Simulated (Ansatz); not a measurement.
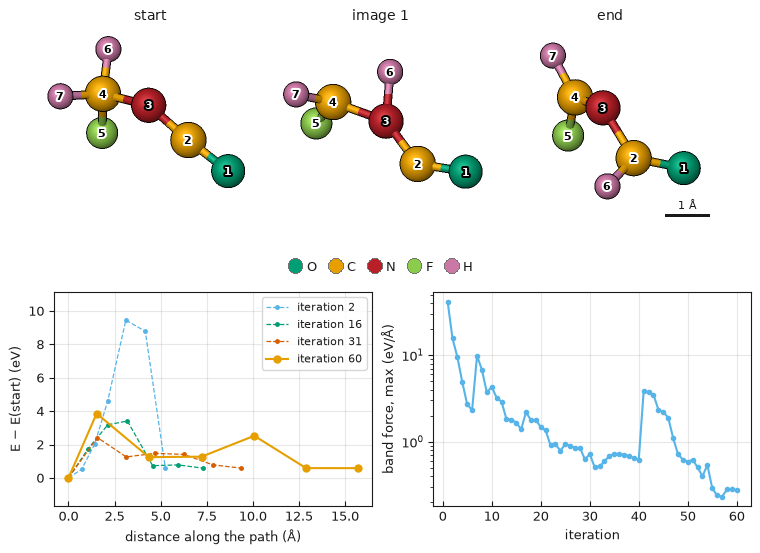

A nudged-elastic-band calculation for C$_{2}$H$_{2}$FNO. Images are numbered from 0 (start) to 6 (end). The plot follows the band through its iterations. Style: ball-and-stick. Shown from a free direction.

These are results of RKS PBE-D4/def2-SVP in Ansatz 0.2.0, not measurements. Set-up: 5 movable images; climbing image; force threshold 0.2 eV/Å; iteration limit 60; starting path through a guess of the saddle point.

How did the profile develop, and is the result final?

The result isn't final. The band hadn't converged when the run stopped after 60 iterations. The largest component of the band force went from 42 to 0.27 eV/Å. The barrier read from it is provisional, though the highest image hardly moved in the last two iterations. The force threshold is so loose that the height of the top is at best an upper bound. The first iteration put the highest image at 21.52 eV. The highest point, image 1, lies 3.86 eV above the start and 3.27 eV above the end; the end is at +0.59 eV relative to the start.
